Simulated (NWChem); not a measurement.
# BNH3O (SMILES N[B]O) at UPBE0/6-311++G(2d,2p)

What is the vertical ionisation energy of BNH3O at UPBE0/6-311++G(2d,2p)? 

Program for the calculation: NWChem 7.3.0.

## Step 1: The molecule

BNH3O has 6 atoms, charge 0, and is taken as a doublet. SMILES: `N[B]O`. The coordinates come from a PBE0-D4/def2-TZVP relaxation. This is one conformer, not always the lowest.

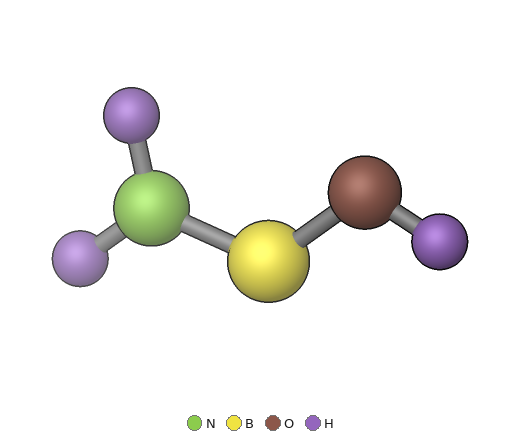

The structure, seen from a chosen angle (nitrogen green, boron yellow, oxygen brown, hydrogen purple).

## Step 2: The energy at UPBE0/6-311++G(2d,2p)

The input, work.nw:

```
start work
title "BH3NO"
memory total 2200 mb

geometry units angstroms noautosym nocenter noautoz
N     -0.781300     0.184600    -0.560400
B      0.032600    -0.490400     0.341500
O      1.270200    -0.047100     0.684600
H     -1.694900    -0.139800    -0.815500
H     -0.498900     1.042700    -1.012000
H      1.714300    -0.614000     1.315700
end

basis spherical bse
* library "6-311++G(2d,2p)"
end

dft
xc pbe0
mult 2
grid fine
convergence energy 1e-08
maxiter 100
mulliken
noprint "final vectors analysis"
end

task dft energy
```

Command:

```console
$ nwchem work.nw > work.out
```

The log of the run:

```text
[...]
          Wavefunction type:  spin polarized.
          No. of atoms     :     6
          No. of electrons :    23
[...]
          Charge           :     0
          Spin multiplicity:     2
[...]
          AO basis - number of functions:   111
[...]
              XC Information
              --------------
                         PBE0 Method XC Functional
                     Hartree-Fock (Exact) Exchange  0.250
          PerdewBurkeErnzerhof Exchange Functional  0.750
            Perdew 1991 LDA Correlation Functional  1.000 local
           PerdewBurkeErnz. Correlation Functional  1.000 non-local
[...]
 d= 0,ls=0.0,diis     1   -156.4520513322 -2.18D+02  6.73D-03  1.65D-01     2.0
[...]
 d= 0,ls=0.0,diis    11   -156.5281967749 -8.17D-09  1.84D-07  8.47D-10    19.6
[...]
         Total DFT energy =     -156.528196774893
      One electron energy =     -334.473529526791
           Coulomb energy =      137.056901276854
    Exchange-Corr. energy =      -20.550033029823
 Nuclear repulsion energy =       61.438464504867
[...]
      Total Density - Mulliken Population Analysis
     ---------------------------------------------
    Atom       Charge   Shell Charges
 -----------   ------   -------------------------------------------------------
    1 N    7     7.40   1.10  0.90  0.81  0.84  1.84  0.60  1.16  0.02  0.13  0.00  0.01
    2 B    5     4.59   1.13  0.85  0.46  0.64  0.85  0.22  0.20  0.06  0.02  0.06  0.08
    3 O    8     8.58   1.08  0.91  0.97  0.99  2.10  0.87  1.51  0.07  0.06  0.00  0.02
    4 H    1     0.84   0.27  0.45  0.04 -0.00  0.01  0.06
    5 H    1     0.85   0.27  0.45  0.06 -0.00  0.01  0.06
    6 H    1     0.73   0.27  0.34  0.05 -0.00  0.02  0.06
[...]
      <S2> =      0.7528 (Exact =     0.7500)
[...]
```

Wall time 20 s (1 thread of Intel Xeon 6975P-C (Granite Rapids), shared host); peak memory 0.12 GiB.

## Step 3: The singlet cation at the same level

The input, m1.nw:

```
START m1
memory 2200 mb
charge 1
GEOMETRY noautosym nocenter noautoz
 N    -0.781300    0.184600   -0.560400
 B     0.032600   -0.490400    0.341500
 O     1.270200   -0.047100    0.684600
 H    -1.694900   -0.139800   -0.815500
 H    -0.498900    1.042700   -1.012000
 H     1.714300   -0.614000    1.315700
END
BASIS spherical bse
 * library "6-311++G(2d,2p)"
END
DFT
 xc pbe0
 grid fine
 convergence energy 1e-08
 iterations 100
 mulliken
 print low
END
TASK dft energy
```

Command:

```console
$ nwchem m1.nw > m1.out
```

The log of the run:

```text
[...]
 d= 0,ls=0.0,diis     1   -155.9458086490 -2.17D+02  1.82D-02  2.93D+00     1.5
[...]
 d= 0,ls=0.0,diis    10   -156.2275905361 -9.64D-09  3.42D-07  5.75D-09    12.6
         Total DFT energy =     -156.227590536088
      One electron energy =     -328.035327609517
           Coulomb energy =      130.589594460271
    Exchange-Corr. energy =      -20.220321891709
 Nuclear repulsion energy =       61.438464504867
[...]
      Total Density - Mulliken Population Analysis
     ---------------------------------------------
    Atom       Charge   Shell Charges
 -----------   ------   -------------------------------------------------------
    1 N    7     7.25   1.10  0.90  0.81  0.84  1.85  0.59  1.06  0.05  0.06  0.00  0.00
    2 B    5     4.09   1.13  0.85  0.43  0.67  0.77 -0.00  0.07 -0.01  0.01  0.06  0.10
    3 O    8     8.40   1.08  0.91  0.96  1.01  2.08  0.85  1.41  0.07  0.00  0.00  0.02
    4 H    1     0.81   0.26  0.44  0.03  0.01  0.01  0.06
    5 H    1     0.76   0.25  0.43  0.02 -0.01  0.01  0.06
    6 H    1     0.70   0.25  0.32  0.05  0.00  0.02  0.06
[...]
```

Run time: 13 s. Hardware: 1 thread of Intel Xeon 6975P-C (Granite Rapids), shared host; peak memory 0.11 GiB.

## Step 4: Summary of results

At UPBE0/6-311++G(2d,2p):

| quantity | value |
| --- | --- |
| doublet BNH3O: total energy | -156.52820 Eh |
| doublet BNH3O: dipole moment | 0.49 D |
| doublet BNH3O: ⟨S²⟩ | 0.753 |
| singlet cation: total energy | -156.22759 Eh |
| vertical ionisation energy (to the singlet cation) | 8.180 eV |

What this shows: The vertical ionisation energy comes to 8.18 eV (789 kJ/mol). Only the singlet of the ionised species was computed; a triplet could lie lower. Mulliken charges (doublet BNH3O) run from -0.58 on O3 to +0.41 on B2; in a basis this large or diffuse they mean little.
